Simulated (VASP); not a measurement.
Band structure of In (space group I4/mmm). These are PBE GGA, VASP's PBE PAW potentials (set 64) (plane waves; VASP 6.6.1) values and carry that method's errors.

Unless said otherwise, spin-orbit coupling is left out, though it shifts the bands of the heavy elements here.

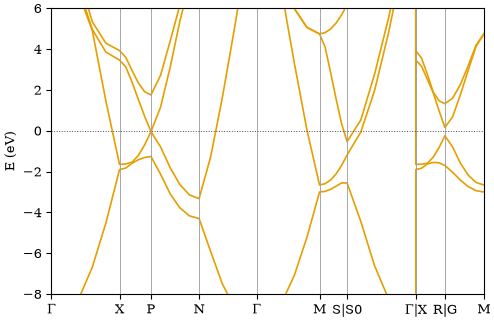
Fig. 1. Bands along high-symmetry lines, zero at the valence-band maximum or, without a gap, the Fermi level

Problem. Read the plot: is there a gap, and where are the band edges?

Solution. It has no gap at this level: it comes out as a metal or semimetal.

The structure comes from a computed database's In entry; how it stands against other phases isn't given here. The cell was not relaxed at this level.
